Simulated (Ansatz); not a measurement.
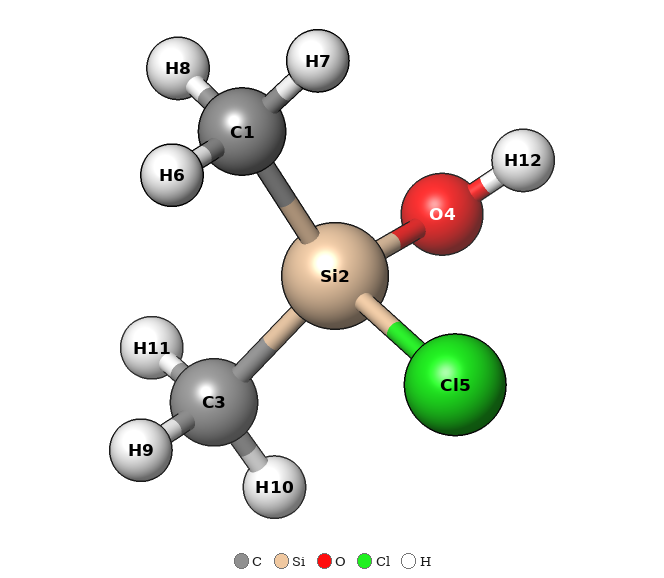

Computed geometry: PBE0-D4/def2-TZVP optimisation.

Describe the coordination of atom 4.

Answer. O4 has 2 neighbours (Si2 at 1.64, H12 at 0.96 Å); the arrangement is bent.

What is the geometry at C3?

Answer. C3 has 4 neighbours (Si2 at 1.85, H9 at 1.09, H10 at 1.09, H11 at 1.09 Å); the arrangement is tetrahedral.

What is the geometry at C1?

Answer. C1 has 4 neighbours (Si2 at 1.86, H6 at 1.09, H7 at 1.09, H8 at 1.09 Å); the arrangement is tetrahedral.

Describe the coordination of atom 2.

Answer. Si2 has 4 neighbours (C1 at 1.86, C3 at 1.85, O4 at 1.64, Cl5 at 2.08 Å); the arrangement is tetrahedral.
